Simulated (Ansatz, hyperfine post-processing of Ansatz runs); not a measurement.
## 7Li NMR of paramagnetic LiTiV2CrO10

How far does Cr shift the 7Li, 17O and 51V resonances of LiTiV2CrO10 at 298 K?

Program: Ansatz 0.2.0. Level of theory: DFT, r2SCAN, plane-wave PAW, default files (PAW set soft_2), collinear spin, scalar-relativistic. Results are calculated unless marked as measured.

## (1) The structure

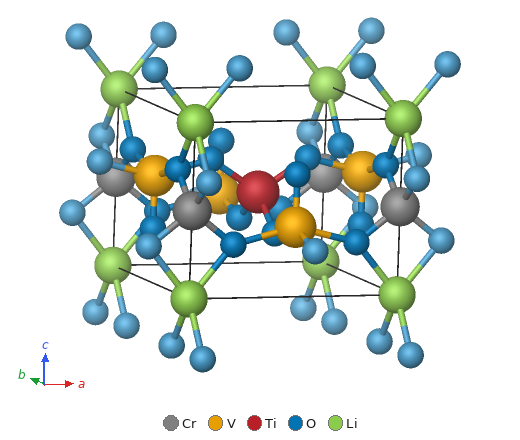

The cell as given, slightly off an axis (chromium grey, vanadium orange, titanium red, oxygen blue, lithium green). Some periodic images of atoms are drawn too.

As a file:

```cif
data_structure
_symmetry_space_group_name_H-M 'P 1'
_symmetry_Int_Tables_number 1
_cell_length_a 6.5612
_cell_length_b 6.5612
_cell_length_c 5.2810
_cell_angle_alpha 90.000
_cell_angle_beta 90.000
_cell_angle_gamma 90.000
_cell_volume 227.34
loop_
_atom_site_label
_atom_site_type_symbol
_atom_site_fract_x
_atom_site_fract_y
_atom_site_fract_z
_atom_site_occupancy
Cr1 Cr 0.00000 0.00000 0.50000 1
V2 V 0.50000 0.00000 0.39610 1
V3 V 0.00000 0.50000 0.60390 1
Ti4 Ti 0.50000 0.50000 0.50000 1
O5 O 0.73335 0.50000 0.69034 1
O6 O 0.50000 0.00000 0.69494 1
O7 O 0.50000 0.73335 0.30966 1
O8 O 0.50000 0.26665 0.30966 1
O9 O 0.26665 0.50000 0.69034 1
O10 O 0.20404 0.00000 0.30334 1
O11 O 0.00000 0.20404 0.69666 1
O12 O 0.00000 0.79596 0.69666 1
O13 O 0.00000 0.50000 0.30506 1
O14 O 0.79596 0.00000 0.30334 1
Li15 Li 0.00000 0.00000 0.00000 1
```

The cell is a computed entry of the Materials Project; it need not be the form that is stable at ambient conditions. The atoms were relaxed beforehand at this level of theory at fixed cell, with all moments parallel.

## (2) The ferromagnetic state

With all Cr moments parallel, the spin density at each nucleus is that of the fully magnetised paramagnet.

Input file input.yaml:

```yaml
crystal:
  lattice:
    - [6.561202, 0.0, 0.0]
    - [0.0, 6.561202, 0.0]
    - [0.0, 0.0, 5.281002]
  atoms:
    - { symbol: Cr, position: [0.0, 0.0, 0.5], spin: 1.0 }
    - { symbol: V, position: [0.5, 0.0, 0.3960989323] }
    - { symbol: V, position: [0.0, 0.5, 0.6039010677] }
    - { symbol: Ti, position: [0.5, 0.5, 0.5] }
    - { symbol: O, position: [0.7333524309, 0.5, 0.6903368693] }
    - { symbol: O, position: [0.5, 0.0, 0.6949350782] }
    - { symbol: O, position: [0.5, 0.7333524309, 0.3096631307] }
    - { symbol: O, position: [0.5, 0.2666475691, 0.3096631307] }
    - { symbol: O, position: [0.2666475691, 0.5, 0.6903368693] }
    - { symbol: O, position: [0.204042408, 0.0, 0.303344367] }
    - { symbol: O, position: [0.0, 0.204042408, 0.696655633] }
    - { symbol: O, position: [0.0, 0.795957592, 0.696655633] }
    - { symbol: O, position: [0.0, 0.5, 0.3050649218] }
    - { symbol: O, position: [0.795957592, 0.0, 0.303344367] }
    - { symbol: Li, position: [0.0, 0.0, 0.0] }
magnetization:
  spin_polarized: true
kpoints:
  mp_grid: { grid: [3, 3, 4] }
scf:
  lower_state_search: "off"
  occupations: { method: fermi_dirac, width: 0.02 }
hamiltonian:
  xc: r2scan
output:
  efg:
    contact_densities: true
    quadrupole_moments_barn: { Cr: -0.15, V: -0.052, Ti: 0.302, O: -0.02558, Li: -0.0401 }
  forces: false
  write_density: true
  write_potential: true
  elf: true
  volumetric_format: npy
```

Run with:

```
ansatz run input.yaml --threads 4 --pin off --max-ram 8192MiB --backend cpu --events-out ev --progress --plain --runs-dir out
```

Numbers of over 12 decimals in the logs are rounded to 6 here.

The log of the run:

```text
[a pick of lines, long numbers rounded; other set-up, energy and force rows are left out]
Functional definition: r2SCAN
Crystal: 15 atoms, lattice volume = 227.344 Å³
Basis set: ecut = 500 eV, 5767 PW (Γ), exchange–correlation on 192×192×160 points (64 copies of the dense FFT grid, shifted against one another)
Symmetry: 8 space group operations
Magnetic group: BNS 115.283 (UNI 943), of the structure as read, at distance tolerance 6.1e-5 Å
k-points: 9 of 36 (time reversal used)
Functional: x = r2scan, c = r2scan; τ floored in thin density (d = 2e-4 eV/Å³)
SCF iter   1: F=-17603.796776 eV  HF=-17624.167091 eV  |F-HF|=2.04e1  |Δ(HF+E_count)|=         —  Δρ=5.45e-2 (↑5.45e-2 ↓3.97e-2)  dr2=2.63e1  dr2_τ=4.64e-1  dr2_m=4.56e-1  M=0.369 μB ∫|m|=0.788 μB  β_m=0.30  ethr=3.10e-3  ⟨swp⟩=5.8  Hψ=4403  notcnv=0  defer=74
preconditioner: auto → Resta (q_TF=auto, 2.435 Å⁻¹)  ε∞=5.6  [insulator: Δε(μ)=0.087 eV  Ē_g=10.287 eV  σ=0.020 eV  W_gap=0.52  n_scr=48 (ndim 8)  ℏωp=22.2 eV  f_vac=0.137  D(μ)=7.03/eV (n_scr^D=46)  ε∞_Penn≈5.6]
SCF iter   2: F=-17612.067107 eV  HF=-17623.054459 eV  |F-HF|=1.10e1  |Δ(HF+E_count)|=    1.11e0  Δρ=4.16e-2 (↑4.16e-2 ↓3.39e-2)  dr2=1.44e1  dr2_τ=2.12e-1  dr2_m=1.58e-1  M=0.993 μB ∫|m|=1.285 μB  β_m=1.00  ethr=3.10e-3  ⟨swp⟩=3.0  Hψ=2769  notcnv=0  defer=152  κ⁻¹=1.0e0(r=1)
SCF iter   3: F=-17621.096235 eV  HF=-17622.124954 eV  |F-HF|=1.03e0  |Δ(HF+E_count)|=   9.30e-1  Δρ=1.93e-2 (↑1.93e-2 ↓1.80e-2)  dr2=3.47e0  dr2_τ=3.65e-2  dr2_m=2.04e-2  M=1.000 μB ∫|m|=1.295 μB  β_m=1.00  ethr=3.10e-3  ⟨swp⟩=2.9  Hψ=3363  notcnv=0  defer=151  κ⁻¹=1.8e-2(r=2)
SCF iter   4: F=-17621.538988 eV  HF=-17621.992950 eV  |F-HF|=4.54e-1  |Δ(HF+E_count)|=   1.32e-1  Δρ=1.14e-2 (↑1.14e-2 ↓1.10e-2)  dr2=1.45e0  dr2_τ=1.94e-2  dr2_m=1.36e-3  M=1.000 μB ∫|m|=1.298 μB  β_m=1.00  ethr=3.02e-3  ⟨swp⟩=2.4  Hψ=1883  notcnv=0  defer=151  κ⁻¹=1.5e-2(r=3)
SCF iter   5: F=-17621.953310 eV  HF=-17621.979878 eV  |F-HF|=2.66e-2  |Δ(HF+E_count)|=   1.31e-2  Δρ=6.71e-3 (↑6.71e-3 ↓6.46e-3)  dr2=4.18e-1  dr2_τ=5.08e-3  dr2_m=3.73e-4  M=1.000 μB ∫|m|=1.301 μB  β_m=0.30  ethr=1.26e-3  ⟨swp⟩=2.0  Hψ=1720  notcnv=0  defer=156  κ⁻¹=4.7e-3(r=4)
SCF iter   6: F=-17622.059221 eV  HF=-17622.011410 eV  |F-HF|=4.78e-2  |Δ(HF+E_count)|=   3.15e-2  Δρ=3.85e-3 (↑3.85e-3 ↓3.85e-3)  dr2=1.21e-1  dr2_τ=1.90e-3  dr2_m=3.46e-4  M=1.000 μB ∫|m|=1.309 μB  β_m=1.00  ethr=3.63e-4  ⟨swp⟩=3.4  Hψ=1960  notcnv=0  defer=156  κ⁻¹=5.5e-4(r=5)
SCF iter   7: F=-17622.068851 eV  HF=-17622.040161 eV  |F-HF|=2.87e-2  |Δ(HF+E_count)|=   2.88e-2  Δρ=1.85e-3 (↑1.85e-3 ↓1.80e-3)  dr2=3.21e-2  dr2_τ=4.59e-4  dr2_m=1.27e-4  M=1.000 μB ∫|m|=1.319 μB  β_m=1.00  ethr=1.05e-4  ⟨swp⟩=3.7  Hψ=2302  notcnv=0  defer=156  κ⁻¹=6.5e-5(r=6)
SCF iter   8: F=-17622.072602 eV  HF=-17622.059544 eV  |F-HF|=1.31e-2  |Δ(HF+E_count)|=   1.94e-2  Δρ=1.03e-3 (↑1.01e-3 ↓1.03e-3)  dr2=7.98e-3  dr2_τ=1.44e-4  dr2_m=1.60e-5  M=1.000 μB ∫|m|=1.321 μB  β_m=1.00  ethr=2.79e-5  ⟨swp⟩=2.6  Hψ=1800  notcnv=0  defer=151  κ⁻¹=9.0e-6(r=7)
SCF iter   9: F=-17622.073939 eV  HF=-17622.068718 eV  |F-HF|=5.22e-3  |Δ(HF+E_count)|=   9.17e-3  Δρ=5.88e-4 (↑5.88e-4 ↓5.60e-4)  dr2=2.33e-3  dr2_τ=4.66e-5  dr2_m=5.50e-6  M=1.000 μB ∫|m|=1.323 μB  β_m=1.20  ethr=6.94e-6  ⟨swp⟩=2.1  Hψ=1914  notcnv=0  defer=151
SCF iter  10: F=-17622.074647 eV  HF=-17622.071409 eV  |F-HF|=3.24e-3  |Δ(HF+E_count)|=   2.69e-3  Δρ=4.08e-4 (↑3.98e-4 ↓4.08e-4)  dr2=1.10e-3  dr2_τ=2.13e-5  dr2_m=1.68e-6  M=1.000 μB ∫|m|=1.325 μB  β_m=1.20  ethr=2.03e-6  ⟨swp⟩=2.0  Hψ=2031  notcnv=0  defer=151  κ⁻¹=1.0e0(r=1)
SCF iter  11: F=-17622.074788 eV  HF=-17622.073296 eV  |F-HF|=1.49e-3  |Δ(HF+E_count)|=   1.89e-3  Δρ=2.82e-4 (↑2.82e-4 ↓2.67e-4)  dr2=7.25e-4  dr2_τ=9.26e-6  dr2_m=2.24e-6  M=1.000 μB ∫|m|=1.327 μB  β_m=1.20  ethr=9.53e-7  ⟨swp⟩=2.0  Hψ=2186  notcnv=0  defer=151  κ⁻¹=1.6e-1(r=2)
[...]
atom   4  Ti V_zz =    +3.036585   η = 0.0000   by run symmetry: allowed   C_q = +22.1741 MHz
            electrostatic potential = -2520.400847 V   contact ρ = 56730.971921 e/Å³   contact ρ_s (e/Å³): all electrons +0.011274, valence +0.010776
  atom   5  O  V_zz =    -3.079975   η = 0.8114   by run symmetry: allowed   C_q = +1.9050 MHz
            electrostatic potential = -618.523876 V   contact ρ = 2153.603306 e/Å³   contact ρ_s (e/Å³): all electrons -0.012033, valence -0.022595
  atom   6  O  V_zz =    +3.660358   η = 0.2682   by run symmetry: allowed   C_q = -2.2640 MHz
            electrostatic potential = -617.718043 V   contact ρ = 2157.354822 e/Å³   contact ρ_s (e/Å³): all electrons -0.005878, valence -0.018841
  atom   7  O  V_zz =    -3.079975   η = 0.8114   by run symmetry: allowed   C_q = +1.9050 MHz
            electrostatic potential = -618.523876 V   contact ρ = 2153.603306 e/Å³   contact ρ_s (e/Å³): all electrons -0.012033, valence -0.022595
  atom   8  O  V_zz =    -3.079975   η = 0.8114   by run symmetry: allowed   C_q = +1.9050 MHz
            electrostatic potential = -618.523876 V   contact ρ = 2153.603306 e/Å³   contact ρ_s (e/Å³): all electrons -0.012033, valence -0.022595
  atom   9  O  V_zz =    -3.079975   η = 0.8114   by run symmetry: allowed   C_q = +1.9050 MHz
            electrostatic potential = -618.523876 V   contact ρ = 2153.603306 e/Å³   contact ρ_s (e/Å³): all electrons -0.012033, valence -0.022595
  atom  10  O  V_zz =    +4.290273   η = 0.1688   by run symmetry: allowed   C_q = -2.6536 MHz
            electrostatic potential = -617.682268 V   contact ρ = 2153.502946 e/Å³   contact ρ_s (e/Å³): all electrons +0.038567, valence +0.014821
  atom  11  O  V_zz =    +4.290273   η = 0.1688   by run symmetry: allowed   C_q = -2.6536 MHz
            electrostatic potential = -617.682268 V   contact ρ = 2153.502946 e/Å³   contact ρ_s (e/Å³): all electrons +0.038567, valence +0.014821
  atom  12  O  V_zz =    +4.290273   η = 0.1688   by run symmetry: allowed   C_q = -2.6536 MHz
            electrostatic potential = -617.682268 V   contact ρ = 2153.502946 e/Å³   contact ρ_s (e/Å³): all electrons +0.038567, valence +0.014821
  atom  13  O  V_zz =    +3.660358   η = 0.2682   by run symmetry: allowed   C_q = -2.2640 MHz
            electrostatic potential = -617.718043 V   contact ρ = 2157.354822 e/Å³   contact ρ_s (e/Å³): all electrons -0.005878, valence -0.018841
  atom  14  O  V_zz =    +4.290273   η = 0.1688   by run symmetry: allowed   C_q = -2.6536 MHz
            electrostatic potential = -617.682268 V   contact ρ = 2153.502946 e/Å³   contact ρ_s (e/Å³): all electrons +0.038567, valence +0.014821
  atom  15  Li V_zz =    -0.012193   η = 0.0000   by run symmetry: allowed   C_q = +0.0118 MHz
            electrostatic potential = -166.152827 V   contact ρ = 93.923077 e/Å³   contact ρ_s (e/Å³): all electrons +0.016685, valence +0.016035
--- Band table (eV; the first three rows and the last of 18) ---
  k-point 0 ↑: bands = ["-72.9650", "-64.6820", "-64.6820", "-55.8031", "-43.1778", "-43.1778", "-43.1700", "-42.7153", "-37.6665", "-37.6665", "-37.3426", "-37.3426", "-37.3156", "-37.3156", "-31.1084", "-31.0933", "-31.0933", "-16.3292", "-15.8738", "-15.6318", "-15.6318", "-15.4034", "-15.2043", "-15.0665", "-14.9831", "-14.6158", "-14.6158", "-3.0524", "-2.2060", "-2.2060", "-2.0972", "-2.0311", "-1.8591", "-1.74 [...]
  k-point 1 ↑: bands = ["-72.9650", "-64.6820", "-64.6820", "-55.8031", "-43.1778", "-43.1778", "-43.1735", "-42.7115", "-37.6666", "-37.6665", "-37.3426", "-37.3426", "-37.3156", "-37.3156", "-31.1085", "-31.0933", "-31.0933", "-16.3239", "-15.8736", "-15.6319", "-15.6319", "-15.3928", "-15.1977", "-15.0685", "-14.9932", "-14.6159", "-14.6159", "-3.0731", "-2.1944", "-2.1944", "-2.0770", "-2.0011", "-1.9774", "-1.70 [...]
  k-point 2 ↑: bands = ["-72.9650", "-64.6820", "-64.6820", "-55.8030", "-43.1778", "-43.1778", "-43.1770", "-42.7078", "-37.6667", "-37.6666", "-37.3426", "-37.3426", "-37.3156", "-37.3156", "-31.1086", "-31.0933", "-31.0933", "-16.3186", "-15.8735", "-15.6320", "-15.6320", "-15.3815", "-15.1907", "-15.0710", "-15.0040", "-14.6160", "-14.6160", "-3.0932", "-2.1810", "-2.1810", "-2.0836", "-2.0560", "-1.9610", "-1.66 [...]
  k-point 8 ↓: bands = ["-71.6652", "-64.6170", "-64.6170", "-55.8037", "-42.7156", "-42.1702", "-42.1702", "-41.2792", "-37.6195", "-37.6195", "-37.2877", "-37.2875", "-37.2238", "-37.2233", "-31.1084", "-31.0964", "-31.0964", "-16.1813", "-15.8801", "-15.8085", "-15.6277", "-15.2355", "-15.1882", "-15.0564", "-14.9755", "-14.8054", "-14.6655", "-2.4830", "-2.3858", "-2.1465", "-2.0549", "-1.7943", "-1.7410", "-1.65 [...]
[key lines of the parts left out:]
SCF converged after 19 iterations
Magnetization: 1.0000 μB (58.0000 up, 57.0000 down)
Free energy (F): -17622.075184 eV
Fermi energy:    3.779765 eV
```

Run time: 31 s. Hardware: 4 threads of Arm Neoverse V2, shared host; peak memory 1.3 GiB; 2 min of CPU time.

The cell holds 1.00 μB on 1 Cr, so S = 0.50. The contact field is B = (2μ₀/3) μB ρ_s, 7.769 T for 1 e/Å³, and A_iso = γB/(2πS) sums over all ions. The valence part leaves out the polarisation of the shells that the files keep in the core (H has none; for Li and Na most or all inner electrons count as valence):

```
site  atom  atoms in cell                           links to Cr  field (T)  valence part (T)  A_iso (MHz)
  Li    15              1         2 Cr through links of 88° (4)      0.130             0.125         4.29
O(1)     5              4                    no Cr within 3.2 Å    -0.0935            -0.176         1.08
O(2)     6              2                    no Cr within 3.2 Å    -0.0457            -0.146        0.527
O(3)    10              4              bonded to 1 Cr at 1.69 Å      0.300             0.115        -3.46
   V     2              2        2 Cr through links of 128° (2)       2.83              3.48         63.4
  Ti     4              1  no Cr linked through a nearest anion     0.0876            0.0837       -0.421
```

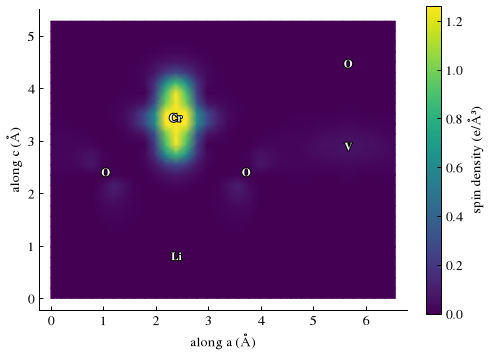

Spin density in the ac plane at fractional y = 0.000, with atoms of Cr and V and O and Li within 0.2 Å of it. The map starts off the cell's origin, so that atoms lie inside it.

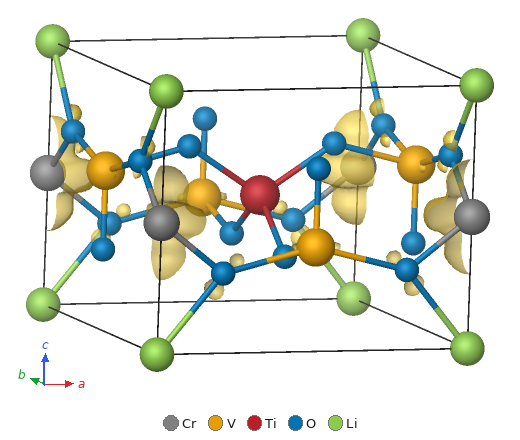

Surface of spin density = 0.049 e/Å³, which holds about 70 % of the integral of its size.

No flip was run. Θ = 0 is used.

## (3) The ladder of functionals

Spin transfer to the ligands hangs on how far the functional delocalises the open shell, so other levels show how much the fields depend on it.

Contact fields (T) with all moments parallel; times on 4 threads of Arm Neoverse V2, shared host. Each level takes the cutoff that its files ask for.

```
            level  moment (μB)  time     Li     O(1)     O(2)    O(3)     V      Ti
           r2SCAN         1.00  31 s  0.130  -0.0935  -0.0457   0.300  2.83  0.0876
r2SCAN +U Cr 1 eV         1.00  27 s  0.126   -0.109  -0.0428   0.160  2.72  0.0744
 LDA +U Cr 4.5 eV         1.00  14 s  0.177  -0.0880  -0.0124  -0.237  2.62  0.0944
```

## (4) Shifts at temperature

The shift is δ = B · g μB (S + 1) / (3 k_B (T − Θ)) with g = 2; at 298 K and Θ = 0 K one tesla gives 2254 ppm. The anisotropy is a sum over point dipoles on the Cr ions, scaled alike; on atoms bound to Cr, spin in their own p shell adds an anisotropy that this leaves out.

```
site  nucleus  δ_iso (ppm)  reduced anisotropy (ppm)  asymmetry
  Li      7Li          292                       441       0.00
O(1)      17O         -211                        75       0.49
O(2)      17O         -103                       167       0.34
O(3)      17O          675                       850       0.07
   V      51V         6380                       204       0.17
  Ti     47Ti          197                       -58       0.00
```

The reduced anisotropy is δ_zz − δ_iso, with zz the principal value farthest from δ_iso. The Weiss constant adds its own doubt: exchange couplings from semilocal functionals can miss even their sign, and a Θ lower by 100 K would lower every shift by 25 %.

7Li MAS at 11.7 T (193.6 MHz), 60 kHz, 298 K; contact and dipolar shift alone, no orbital or quadrupolar part; lines under 1.5 % of the strongest are left out. Lines of the NMR spectrum (strongest = 100):

```
position (ppm)      label  intensity
         -17.7      Li -1         18
         292.2  Li centre        100
         602.1      Li +1         12
         912.0      Li +2        4.0
```

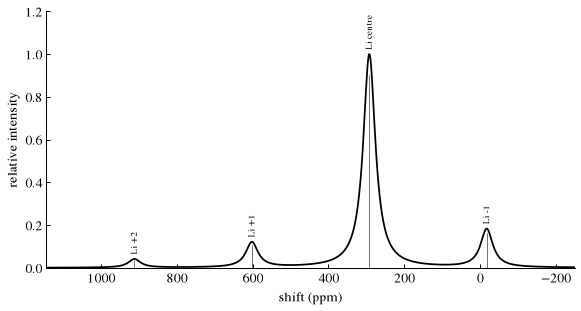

The NMR spectrum, broadened with Lorentzians of width 39 ppm; bars mark the lines.

17O MAS at 11.7 T (67.6 MHz), 60 kHz, 298 K; contact and dipolar shift alone, no orbital or quadrupolar part; lines under 1.5 % of the strongest are left out. Lines of the NMR spectrum (strongest = 100):

```
position (ppm)        label  intensity
        -212.7      O(3) -1        6.4
        -210.7  O(1) centre        100
        -102.9  O(2) centre         50
         675.4  O(3) centre         87
        1563.5      O(3) +1        4.8
```

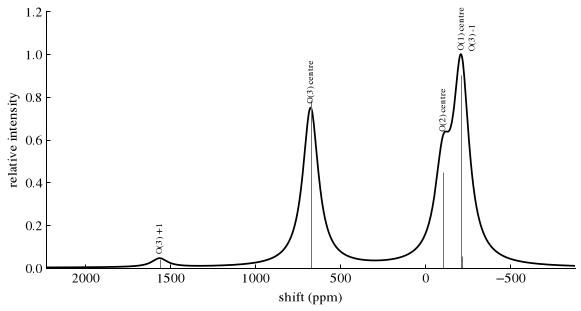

The NMR spectrum, broadened with Lorentzians of width 111 ppm; bars mark the lines.

## (5) Outcome

```json
{
  "spin of Cr": "0.50",
  "7Li contact shift at 298 K, Θ = 0 K": "292 ppm",
  "17O contact shift at 298 K, Θ = 0 K": "-211, -103, 675 ppm",
  "51V contact shift at 298 K, Θ = 0 K": "6380 ppm",
  "47Ti contact shift at 298 K, Θ = 0 K": "197 ppm"
}
```

In words: At 298 K the Cr moments shift 7Li on Li by 292 ppm, 17O on O(1) by -211 ppm, 17O on O(2) by -103 ppm, 17O on O(3) by 675 ppm, 51V on V by 6380 ppm and 47Ti on Ti by 197 ppm, scaled with a pure Curie law. No Weiss constant was computed, so the shifts are given for a pure Curie law; each 30 K of Θ would move them by about 10 %. Over the levels shown that keep the moment, the field at Li runs from 0.126 T (r2SCAN +U Cr 1 eV) to 0.177 T (LDA +U Cr 4.5 eV); among the sites in the table it changes sign at O(3). On O(3) the levels differ even in sign, so neither size nor sign of that shift is settled. 2 further runs of this session (trial settings, or flips that did not finish) are not shown. All this holds only well above the ordering temperature and the strongest exchange, neither of which is computed. The orbital (chemical) shift and the pseudocontact shift from g anisotropy are not included. For anions bound to the magnetic ion the point-dipole anisotropy lacks the spin in their own p orbitals, and their lines are broad and relax fast. On O(1), O(2) and O(3) total and valence fields differ by over a quarter of the total (by up to 2.2 times the total); that core part hangs on the functional and on the program's treatment of the cores, and where it exceeds the total neither size nor sign of the shift is settled. The dipole sum is for a spherical crystallite; bulk susceptibility, which broadens real lines, and quadrupolar couplings are left out.

[Logs are printed without paths, hosts, clocks, repeated set-up lines and the standing remarks that a program may print on its own settings, such as how far it seeks lower states.]

[Hosts, paths, dates, database ids (printed as entryN), source tags and the programs' standing remarks are cut or masked in the printed files.]
